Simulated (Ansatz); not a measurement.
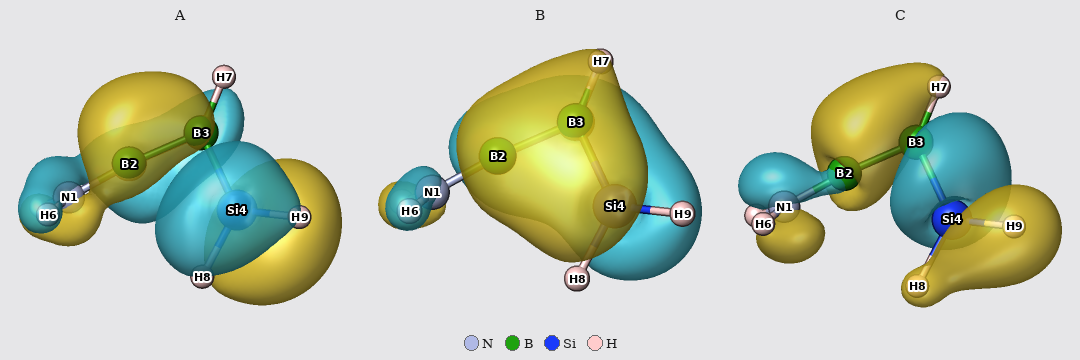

The picture shows: B2H5NSi. Three frontier orbitals at ±0.08 Å⁻³ᐟ² (yellow and cyan are the two phases), in no order.

Theory: RKS r2SCANh/def2-SVP (Ansatz).

```yaml
atoms:
  - { symbol: N, position_ang: [-0.1629, 1.4413, -1.2432] }
  - { symbol: B, position_ang: [0.6754, 0.5709, -0.5980] }
  - { symbol: B, position_ang: [1.5125, -0.5150, 0.1415] }
  - { symbol: Si, position_ang: [-0.0144, -1.0566, 1.0795] }
  - { symbol: H, position_ang: [-0.2670, 1.4438, -2.2513] }
  - { symbol: H, position_ang: [-0.7182, 2.1424, -0.7694] }
  - { symbol: H, position_ang: [2.6518, -0.6162, 0.5009] }
  - { symbol: H, position_ang: [-1.3997, -0.8006, 0.5849] }
  - { symbol: H, position_ang: [-0.1108, -1.6942, 2.4312] }
```

Q: Which picture is the HOMO−1, the HOMO and the LUMO?

A: C is the HOMO−1 (−7.09 eV). By Hirshfeld shares it lies mainly on B3 (about 30 %), Si4 (about 30 %), B2 (about 20 %), H9 (about 10 %) and N1 (about 5 %). B is the HOMO (−5.61 eV). By Hirshfeld shares it lies mainly on Si4 (about 35 %), B3 (about 30 %) and B2 (about 25 %); π-bonding across Si4–B3. A is the LUMO (−1.76 eV). It lies mainly on Si4 (about 45 %), B2 (about 25 %) and B3 (about 15 %).

Q: What is the HOMO–LUMO gap?

A: 3.85 eV between the orbital energies.
